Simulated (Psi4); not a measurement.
**P4 (SMILES P12P3P1P23): MP3/def2-SVPD**

Aim: the vertical ionisation energy of P4 at MP3/def2-SVPD, from 2 runs. 

Program for the calculation: Psi4 1.11.

1 further run of the same task is left out (it didn't finish).

## Step 1: The system as given

P4 has 4 atoms, charge 0, and is taken as a singlet. SMILES: `P12P3P1P23`. The shape is that of a PBE0-D4/def2-TZVP optimisation.

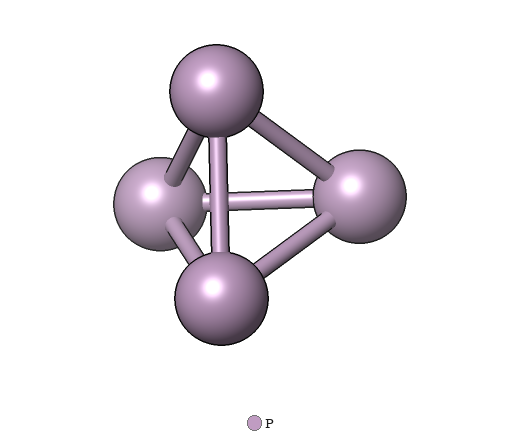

Viewed from a chosen angle; phosphorus pink.

## Step 2: A single-point energy at MP3/def2-SVPD

Contents of job.py:

```python
import psi4

psi4.set_memory('1600 MB')
psi4.set_num_threads(1)
psi4.core.set_output_file('p4.out', False)

molecule = psi4.geometry("""
0 1
P     -0.724800    -0.100000     1.119400
P      1.294900     0.109800     0.315700
P     -0.185000    -1.091700    -0.749800
P     -0.385100     1.081900    -0.685200
symmetry c1
""")

psi4.set_options({
    'basis': 'def2-SVPD',
    'puream': True,
    'e_convergence': 1e-09,
    'd_convergence': 1e-08,
    'scf_type': 'pk',
    'num_frozen_docc': 20,
    'mp_type': 'conv',
})

e = psi4.energy("mp3")
print(f'mp3 energy: {e:.10f} Eh')
```

Command:

```
$ python job.py
```

p4.out:

```text
[...]
  Running in c1 symmetry.
[...]
  Nuclear repulsion =  327.132424195368571
[...]
  Multiplicity = 1
[...]
  Nalpha       = 30
  Nbeta        = 30
[...]
    Number of basis functions: 96
[...]
   @RHF iter   1: -1362.54122495328420    6.00952e-02   1.39717e-03 ADIIS/DIIS
[...]
   @RHF iter  10: -1362.55847564567148   -9.09495e-13   1.20106e-09 DIIS
[...]
    Orbital Energies [Eh]
    ---------------------
    Doubly Occupied:
       1A    -79.950249     2A    -79.950221     3A    -79.950218
       4A    -79.950217     5A     -7.518051     6A     -7.517717
       7A     -7.517715     8A     -7.517714     9A     -5.415779
      10A     -5.415115    11A     -5.415113    12A     -5.415112
      13A     -5.413813    14A     -5.413813    15A     -5.413759
      16A     -5.413759    17A     -5.413758    18A     -5.413574
      19A     -5.413573    20A     -5.413572    21A     -1.069173
      22A     -0.718560    23A     -0.718548    24A     -0.718544
      25A     -0.464796    26A     -0.392470    27A     -0.392459
      28A     -0.392454    29A     -0.358688    30A     -0.358685
[...]
  @RHF Final Energy: -1362.55847564567148
   => Energetics <=
    Nuclear Repulsion Energy =            327.1324241953685714
    One-Electron Energy =               -2538.5273622997474376
    Two-Electron Energy =                 848.8364624587075014
    Total Energy =                      -1362.5584756456714786
[...]
 Multipole Moments:
 ------------------------------------------------------------------------------------
     Multipole            Electronic (a.u.)      Nuclear  (a.u.)        Total (a.u.)
 ------------------------------------------------------------------------------------
 L = 1.  Multiply by 2.5417464519 to convert [e a0] to [Debye]
 Dipole X            :         -0.0000141           -0.0000000           -0.0000141
 Dipole Y            :         -0.0000070           -0.0000000           -0.0000070
 Dipole Z            :         -0.0000065            0.0000000           -0.0000065
 Magnitude           :                                                    0.0000170
[...]
	SCS-MP2 Total Energy (a.u.)        : -1363.01803659051257
	SOS-MP2 Total Energy (a.u.)        : -1363.00832069831040
[...]
	SOS-PI-MP2 Total Energy (a.u.)     : -1363.04292416389808
[...]
	MP2 Total Energy (a.u.)            : -1363.03746837491781
[...]
	SCS-MP3 Total Energy (a.u.)        : -1363.02217429520192
[...]
	MP3 Total Energy (a.u.)            : -1363.05401919367500
[...]
```

Standard output:

```text
mp3 energy: -1363.0540191937 Eh
```

Run time: 11 s. Hardware: 1 thread of Intel Xeon Platinum 8259CL at 2.50GHz (Skylake/Cascade Lake), shared host; peak memory 0.68 GiB.

## Step 3: The doublet cation

Contents of job.inp:

```
memory 1600 mb

molecule geom {
  1 2
  P     -0.724800    -0.100000     1.119400
  P      1.294900     0.109800     0.315700
  P     -0.185000    -1.091700    -0.749800
  P     -0.385100     1.081900    -0.685200
  symmetry c1
}

set {
  basis           def2-SVPD
  reference       uhf
  puream          true
  e_convergence   1e-09
  d_convergence   1e-08
  scf_type        pk
  num_frozen_docc 20
  maxiter         100
  mp_type         conv
}

energy("mp3")
```

Command:

```
$ psi4 -n 1 job.inp job.out
```

job.out:

```text
[...]
  Running in c1 symmetry.
[...]
  Nuclear repulsion =  327.132424195368571
[...]
  Multiplicity = 2
[...]
  Nalpha       = 30
  Nbeta        = 29
[...]
    Number of basis functions: 96
[...]
   @UHF iter   1: -1362.16866940899786    4.32651e-01   2.68180e-03 DIIS/ADIIS
[...]
   @UHF iter  48: -1362.23059814166027    1.97360e-10   9.02982e-09 DIIS
[...]
   @S^2 Observed:                7.772441062E-01
[...]
    Orbital Energies [Eh]
    ---------------------
    Alpha Occupied:
       1A    -80.190434     2A    -80.190411     3A    -80.190393
       4A    -80.190383     5A     -7.757770     6A     -7.757431
       7A     -7.757416     8A     -7.757403     9A     -5.657305
      10A     -5.657244    11A     -5.657144    12A     -5.657113
      13A     -5.653100    14A     -5.652428    15A     -5.652414
      16A     -5.652390    17A     -5.651012    18A     -5.650919
      19A     -5.650894    20A     -5.650766    21A     -1.317247
      22A     -0.975777    23A     -0.954784    24A     -0.954714
      25A     -0.685484    26A     -0.620112    27A     -0.620091
      28A     -0.619489    29A     -0.616264    30A     -0.584777
    Alpha Virtual:
[...]
  @UHF Final Energy: -1362.23059814166027
   => Energetics <=
    Nuclear Repulsion Energy =            327.1324241953685714
    One-Electron Energy =               -2524.4433897076623907
    Two-Electron Energy =                 835.0803673706335530
    Total Energy =                      -1362.2305981416602663
  UHF NO Occupations:
  HONO-2 :   28  A 1.9964016
  HONO-1 :   29  A 1.9962734
[...]
 Multipole Moments:
 ------------------------------------------------------------------------------------
     Multipole            Electronic (a.u.)      Nuclear  (a.u.)        Total (a.u.)
 ------------------------------------------------------------------------------------
 L = 1.  Multiply by 2.5417464519 to convert [e a0] to [Debye]
 Dipole X            :          0.0000480           -0.0000000            0.0000480
 Dipole Y            :          0.0000468           -0.0000000            0.0000468
 Dipole Z            :         -0.0000021            0.0000000           -0.0000021
 Magnitude           :                                                    0.0000670
[...]
	SCS-MP2 Total Energy (a.u.)        : -1362.66515106529346
	SOS-MP2 Total Energy (a.u.)        : -1362.65691603627329
[...]
	SOS-PI-MP2 Total Energy (a.u.)     : -1362.68970972047418
[...]
	MP2 Total Energy (a.u.)            : -1362.68162112333403
[...]
	SCS-MP3 Total Energy (a.u.)        : -1362.67070263441587
[...]
	MP3 Total Energy (a.u.)            : -1362.70382739982369
[...]
```

Run time: 20 s. Hardware: 1 thread of Intel Xeon Platinum 8259CL at 2.50GHz (Skylake/Cascade Lake), shared host; peak memory 0.66 GiB.

## Step 4: What came out

Level: MP3/def2-SVPD, 20 core orbitals frozen.

| quantity | value |
| --- | --- |
| singlet P4: total energy | -1363.05402 Eh |
| singlet P4: HOMO energy (Hartree–Fock orbitals) | -9.76 eV |
| singlet P4: LUMO energy (Hartree–Fock orbitals) | 2.41 eV |
| singlet P4: HOMO–LUMO gap (Hartree–Fock orbitals) | 12.17 eV |
| singlet P4: correlation energy (20 core orbitals frozen) | -495.5 mEh |
| doublet cation: total energy | -1362.70383 Eh |
| doublet cation: HOMO energy (Hartree–Fock orbitals) (highest over α and β) | -15.66 eV |
| doublet cation: LUMO energy (Hartree–Fock orbitals) (lowest over α and β) | -8.13 eV |
| doublet cation: correlation energy (20 core orbitals frozen) | -473.2 mEh |
| doublet cation: ⟨S²⟩ of the reference determinant | 0.777 |
| vertical ionisation energy (to the doublet cation) | 9.529 eV |

What this shows: Removing an electron at fixed nuclei costs 9.53 eV (220 kcal/mol).
